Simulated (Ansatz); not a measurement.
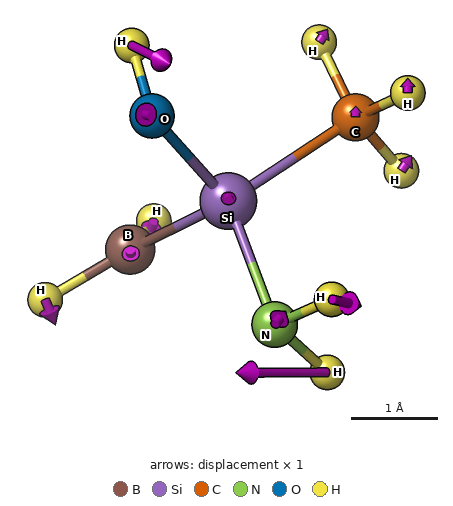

A relaxation of CH₈BNOSi. The starting structure is drawn; purple arrows show the displacements, at their true length. The two geometries are superimposed by the best rigid fit.

A ball-and-stick model, seen at a tilt.

The run prepares an end point of a later path (torsion) calculation, from a guessed geometry.

The calculation used RKS CAM-B3LYP/6-31G* (Ansatz). Set-up: no spin polarisation; force threshold 0.015 eV/Å; at most 40 steps.

Q: Atoms of which element are displaced furthest, and by how much?

A: Hydrogen: up to 1.39 Å, against 0.41 Å for oxygen.

Q: What did the optimiser do to the structure, and how much energy did it gain?

A: The atom that moves furthest after the best rigid fit is an H atom (1.39 Å). Largest moves by element: H 1.39 Å, O 0.41 Å, N 0.31 Å, B 0.24 Å, Si 0.17 Å, C 0.14 Å. Some distances before and after: B–Si 1.906 → 2.006 Å, H–N 1.099 → 1.012 Å, H–O 1.032 → 0.966 Å, N–Si 1.789 → 1.730 Å. Among the angles between lasting bonds that change: Si–N–H 103.6° → 121.0°, Si–O–H 102.4° → 116.4°, Si–N–H 108.6° → 122.2°. Groups turn about O–Si by about 105°. The energy falls by 22.8 kcal/mol in 20 accepted moves (23 points after the start). Largest force component: 3 eV/Å at the start, 0.011 eV/Å at the end. The line search rejected the trial steps at points 7, 14, 18 of the run. The run took 94 s on 2 threads of Arm Neoverse V1, with other jobs on the host, peak memory 0.23 GiB.
